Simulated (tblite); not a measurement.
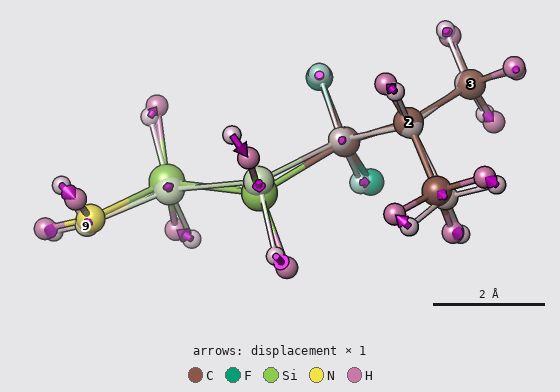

This is a relaxation of C₄H₁₃F₂NSi₂. The starting structure is drawn faded, the final one solid; purple arrows show the displacements, at their true length. The two geometries are superimposed by the best rigid fit.

A ball-and-stick model, seen from a free direction.

All numbers below come from GFN2-xTB geometry optimisation, gas phase (tblite). 

What happened in the run?

Answer. The atom that moves furthest after the best rigid fit is an H atom (0.58 Å). By element the largest moves are H 0.58 Å, Si 0.29 Å, C 0.25 Å, F 0.21 Å, N 0.15 Å. Some distances before and after: C–Si 1.855 → 1.941 Å, H–Si 1.503 → 1.468 Å, C–F 1.360 → 1.385 Å, C–C 1.545 → 1.526 Å. Among the angles between lasting bonds that change: Si–N–H 109.2° → 119.7°, Si–N–H 108.0° → 118.4°, N–Si–H 104.2° → 114.5°. Over 131 geometry steps the energy falls by 9.51 kcal/mol.
